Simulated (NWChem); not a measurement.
**CH6BNS (SMILES CNBS): levels of theory compared**

We compute a comparison of 5 runs (HF/STO-3G, HF/3-21G, B3LYP/6-31G*, MP2/6-31G**) of CH6BNS. 

Program for the calculation: NWChem 7.3.0.

**1. The molecule**

CH6BNS: 10 atoms, total charge 0, spin state singlet. As SMILES, `CNBS`. The shape is that of a PBE0-D4/def2-TZVP optimisation. This is one conformer, not always the lowest.

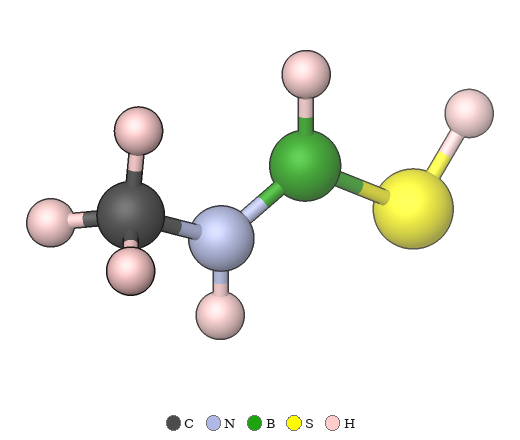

The structure, seen from a chosen angle (carbon dark grey, nitrogen light blue, boron green, sulfur yellow, hydrogen pink).

**2. Energy and forces at HF/STO-3G (run 1)**

ch6bns.nw reads:

```
start ch6bns
title "CH6BNS"
memory 2200 mb
charge 0

geometry units angstrom noautosym nocenter noautoz
C     -1.419800     0.603200    -0.178200
N     -0.346000    -0.358300    -0.260500
B      0.946000    -0.176300     0.215700
S      2.178200    -1.501700     0.025400
H     -1.782500     0.888900    -1.170700
H     -2.266900     0.213800     0.395100
H     -1.056500     1.501100     0.321300
H     -0.601200    -1.223700    -0.711100
H      1.244800     0.850200     0.748900
H      3.186700    -0.848400     0.617000
end

basis "ao basis" spherical bse
* library STO-3G
end

scf
thresh 1e-08
maxiter 80
end

task scf gradient
```

Command:

```bash
$ nwchem ch6bns.nw > ch6bns.out
```

The log of the run:

```text
[...]
  functions       =    30
[...]
  wavefunction    = RHF
[...]
         Total SCF energy =   -512.256694881274
      One-electron energy =   -993.293155318066
      Two-electron energy =    337.653392963681
 Nuclear repulsion energy =    143.383067473111
        Time for solution =      1.2s
[...]
                         RHF ENERGY GRADIENTS
    atom               coordinates                        gradient
                 x          y          z           x          y          z
   1 C      -2.683033   1.139883  -0.336749    0.017894  -0.016474  -0.001436
   2 N      -0.653845  -0.677089  -0.492274   -0.028415   0.001494  -0.008131
   3 B       1.787681  -0.333159   0.407614   -0.017365  -0.002011  -0.006195
   4 S       4.116201  -2.837802   0.047999    0.007481  -0.020118  -0.006352
   5 H      -3.368437   1.679777  -2.212302    0.000178   0.000769  -0.001626
   6 H      -4.283820   0.404023   0.746631   -0.000702  -0.000536   0.001440
   7 H      -1.996496   2.836668   0.607169    0.001359   0.001191   0.000933
   8 H      -1.136103  -2.312458  -1.343784    0.005930   0.011472   0.006765
   9 H       2.352331   1.606645   1.415216    0.007188   0.019449   0.010565
  10 H       6.021990  -1.603244   1.165961    0.006450   0.004765   0.004037
[...]
```

Run time: 2.2 s. Hardware: 1 thread of Intel Xeon Platinum 8488C (Sapphire Rapids), shared host; peak memory 0.098 GiB.

**3. Energy and forces at HF/3-21G (run 2)**

ch6bns.xyz reads:

```xyz
10
CH6BNS
C     -1.419800     0.603200    -0.178200
N     -0.346000    -0.358300    -0.260500
B      0.946000    -0.176300     0.215700
S      2.178200    -1.501700     0.025400
H     -1.782500     0.888900    -1.170700
H     -2.266900     0.213800     0.395100
H     -1.056500     1.501100     0.321300
H     -0.601200    -1.223700    -0.711100
H      1.244800     0.850200     0.748900
H      3.186700    -0.848400     0.617000
```

run.py reads:

```python
from ase.io import read
from ase.calculators.nwchem import NWChem

system = read('ch6bns.xyz')

calc = NWChem(
    label='ch6bns',
    theory='scf',
    memory='2200 mb',
    basis='3-21G',
    basispar='spherical bse',
    scf={'nopen': '0', 'rhf': None, 'thresh': '1e-08', 'maxiter': '80', 'print': 'low'},
)
system.calc = calc

forces = system.get_forces()
print("Total energy (eV):", round(system.get_potential_energy(), 6))
print("forces (eV/A):")
for s, f in zip(system.symbols, forces):
    print(f"{s:2s} {f[0]:10.5f} {f[1]:10.5f} {f[2]:10.5f}")
```

Command:

```bash
$ export ASE_NWCHEM_COMMAND="nwchem PREFIX.nwi > PREFIX.nwo"
$ python run.py
```

The log of the run:

```text
Total energy (eV): -14026.0596
forces (eV/A):
C    -0.87921    0.88122    0.10274
N     0.19319   -0.85283   -0.30642
B    -0.58251    0.84245    0.18209
S     0.54631   -0.42444   -0.01399
H     0.12290   -0.09868    0.30411
H     0.26858    0.10716   -0.17453
H    -0.15689   -0.24343   -0.15344
H     0.07287    0.20070    0.10850
H     0.00437   -0.26148   -0.11066
H     0.41035   -0.15067    0.06160
```

The calculator wrote ch6bns.nwi:

```
title "ch6bns"

permanent_dir ch6bns

scratch_dir ch6bns

start ch6bns

geometry units angstrom nocenter noautosym noautoz
  C  -1.4198000000000000e+00 6.0319999999999996e-01 -1.7820000000000000e-01
  N  -3.4599999999999997e-01 -3.5830000000000001e-01 -2.6050000000000001e-01
  B  9.4599999999999995e-01 -1.7630000000000001e-01 2.1570000000000000e-01
  S  2.1781999999999999e+00 -1.5017000000000000e+00 2.5399999999999999e-02
  H  -1.7825000000000000e+00 8.8890000000000002e-01 -1.1707000000000001e+00
  H  -2.2669000000000001e+00 2.1379999999999999e-01 3.9510000000000001e-01
  H  -1.0565000000000000e+00 1.5011000000000001e+00 3.2129999999999997e-01
  H  -6.0119999999999996e-01 -1.2237000000000000e+00 -7.1109999999999995e-01
  H  1.2447999999999999e+00 8.5019999999999996e-01 7.4890000000000001e-01
  H  3.1867000000000001e+00 -8.4840000000000004e-01 6.1699999999999999e-01
end

memory 2200 mb

basis spherical bse noprint
   * library 3-21G
end

scf
  nopen 0
  rhf
  thresh 1e-08
  maxiter 80
  print low
end

task scf gradient
```

ch6bns.nwo:

```text
Northwest Computational Chemistry Package (NWChem) 7.3.0
             --------------------------------------------------------

           Job information
           ---------------

    nwchem branch   = 7.3.0
    use scalapack   = T
    input           = ch6bns.nwi
    prefix          = ch6bns.
    data base       = ch6bns/ch6bns.db
    status          = startup
    nproc           =        1

           Memory information
           ------------------

[... 5 lines left out ...]
    hardfail = no
[... 113 lines left out ...]
       Final RHF  results
[... 3 lines left out ...]
      One-electron energy =   -993.409592586626
[... 1 line left out ...]
 Nuclear repulsion energy =    143.383067473111
[... 3 lines left out ...]
                              NWChem Gradients Module
                              -----------------------

                         RHF ENERGY GRADIENTS

    atom               coordinates                        gradient
                 x          y          z           x          y          z
   1 C      -2.683033   1.139883  -0.336749    0.017098  -0.017137  -0.001998
   2 N      -0.653845  -0.677089  -0.492274   -0.003757   0.016585   0.005959
   3 B       1.787681  -0.333159   0.407614    0.011328  -0.016383  -0.003541
[... 6 lines of this table left out ...]
  10 H       6.021990  -1.603244   1.165961   -0.007980   0.002930  -0.001198

 Task  times  cpu:        2.1s     wall:        2.1s
 Total times  cpu:        2.1s     wall:        2.1s
```

It took 3.3 s on 1 thread of Intel Xeon Platinum 8488C (Sapphire Rapids), shared host; peak memory 0.097 GiB.

Runs 3 to 4 aren't shown in full; the table further down has their settings and results.

**4. Energy and forces at MP2/6-31G(d,p) (spherical functions) (run 5)**

test.xyz reads:

```xyz
10
CH6BNS mp2
C     -1.419800     0.603200    -0.178200
N     -0.346000    -0.358300    -0.260500
B      0.946000    -0.176300     0.215700
S      2.178200    -1.501700     0.025400
H     -1.782500     0.888900    -1.170700
H     -2.266900     0.213800     0.395100
H     -1.056500     1.501100     0.321300
H     -0.601200    -1.223700    -0.711100
H      1.244800     0.850200     0.748900
H      3.186700    -0.848400     0.617000
```

run.py reads:

```python
from ase.io import read
from ase.calculators.nwchem import NWChem

system = read('test.xyz')

calc = NWChem(
    label='test',
    theory='mp2',
    memory='2200 mb',
    basis='6-31G**',
    basispar='spherical bse',
    scf={'nopen': '0', 'rhf': None, 'thresh': '1e-08', 'maxiter': '80'},
    mp2={'freeze': 'core 8', 'tight': None},
)
system.calc = calc

forces = system.get_forces()
print("Total energy (eV):", round(system.get_potential_energy(), 6))
print("forces (eV/A):")
for s, f in zip(system.symbols, forces):
    print(f"{s:2s} {f[0]:10.5f} {f[1]:10.5f} {f[2]:10.5f}")
```

Command:

```bash
$ export ASE_NWCHEM_COMMAND="nwchem PREFIX.nwi > PREFIX.nwo"
$ python run.py
```

The log of the run:

```text
Total energy (eV): -14111.929463
forces (eV/A):
C    -0.34520    0.32401    0.02761
N    -0.07482   -0.16769   -0.09431
B     0.30488    0.23094    0.19263
S     0.29866    0.10490    0.13725
H     0.03929   -0.03672    0.09153
H     0.08186    0.02551   -0.05404
H    -0.01502   -0.09251   -0.04453
H    -0.01265   -0.07976   -0.03846
H    -0.05389   -0.14954   -0.08053
H    -0.22312   -0.15910   -0.13714
```

The calculator wrote test.nwi:

```
title "test"

permanent_dir test

scratch_dir test

start test

geometry units angstrom nocenter noautosym noautoz
  C  -1.4198000000000000e+00 6.0319999999999996e-01 -1.7820000000000000e-01
  N  -3.4599999999999997e-01 -3.5830000000000001e-01 -2.6050000000000001e-01
  B  9.4599999999999995e-01 -1.7630000000000001e-01 2.1570000000000000e-01
  S  2.1781999999999999e+00 -1.5017000000000000e+00 2.5399999999999999e-02
  H  -1.7825000000000000e+00 8.8890000000000002e-01 -1.1707000000000001e+00
  H  -2.2669000000000001e+00 2.1379999999999999e-01 3.9510000000000001e-01
  H  -1.0565000000000000e+00 1.5011000000000001e+00 3.2129999999999997e-01
  H  -6.0119999999999996e-01 -1.2237000000000000e+00 -7.1109999999999995e-01
  H  1.2447999999999999e+00 8.5019999999999996e-01 7.4890000000000001e-01
  H  3.1867000000000001e+00 -8.4840000000000004e-01 6.1699999999999999e-01
end

memory 2200 mb

basis spherical bse noprint
   * library 6-31G**
end

scf
  nopen 0
  rhf
  thresh 1e-08
  maxiter 80
end
mp2
  freeze core 8
  tight
end

task mp2 gradient
```

test.nwo:

```text
Northwest Computational Chemistry Package (NWChem) 7.3.0
             --------------------------------------------------------

           Job information
           ---------------

    nwchem branch   = 7.3.0
    use scalapack   = T
    input           = test.nwi
    prefix          = test.
    data base       = test/test.db
    status          = startup
    nproc           =        1

           Memory information
           ------------------

[... 5 lines left out ...]
    hardfail = no
[... 140 lines left out ...]
 Convergence threshold     :          1.000E-08
[... 16 lines left out ...]
      One-electron energy =   -996.835759885949
[... 40 lines left out ...]
                       ROHF Final Molecular Orbital Analysis
[... 403 lines left out ...]
  MP2 natural orbitals output to test/test.mp2nos
[... 11 lines left out ...]
                 ----------------------------------------
                 |  Time  |  1-e(secs)   |  2-e(secs)   |
                 ----------------------------------------
                 |  CPU   |       0.01   |       4.71   |
                 ----------------------------------------
                 |  WALL  |       0.01   |       4.71   |
                 ----------------------------------------
 -----------------------
 Task  times  cpu:       30.2s     wall:       30.2s
 Total times  cpu:       30.2s     wall:       30.2s
```

Run time: 31 s. Hardware: 1 thread of Intel Xeon Platinum 8488C (Sapphire Rapids), shared host; peak memory 0.27 GiB.

**5. The series**

| run | level | iteration cap | module | energy (Eh) | dipole moment (D) | HOMO energy (eV) | LUMO energy (eV) | wall time |
| --- | --- | --- | --- | --- | --- | --- | --- | --- |
| 1 | HF/STO-3G | 80 | scf | -512.256695 | 1.36 | -6.95 | 9.26 | 2.2 s |
| 2 | HF/3-21G | 80 | scf | -515.448187 | – | – | – | 3.3 s |
| 3 | B3LYP/6-31G* (spherical functions) | 100 | dft | -519.569622 | 1.97 | -6.45 | 0.82 | 27 s |
| 4 | B3LYP/6-31G* (Cartesian functions) | 100 | dft | -519.574649 | 1.97 | -6.45 | 0.82 | 29 s |
| 5 | MP2/6-31G** (spherical functions) | 80 | mp2 | -518.603847 | 2.03 | -9.66 | 4.75 | 31 s |

**6. Summary of results**

```
                                                      quantity          value
                                           run 5: total energy  -518.60385 Eh
run 5: dipole moment (of the density that the program reports)         2.03 D
                    run 5: HOMO energy (Hartree–Fock orbitals)       -9.66 eV
                    run 5: LUMO energy (Hartree–Fock orbitals)        4.75 eV
                  run 5: HOMO–LUMO gap (Hartree–Fock orbitals)       14.42 eV
            run 5: correlation energy (8 core orbitals frozen)     -525.3 mEh
                               run 5: largest force on an atom     0.474 eV/Å
```

What this shows: Over runs 1, 3, 4, 5 the dipole moment (its size) runs from 1.36 D (HF/STO-3G) to 2.03 D (MP2/6-31G**). The two ends differ in method and basis. Over runs 1, 3, 4 the HOMO–LUMO gap runs from 7.28 eV (B3LYP/6-31G*) to 16.21 eV (HF/STO-3G). In run 1 the basis is minimal, so the values are rough. All runs together took 93 s, the longest 31 s.
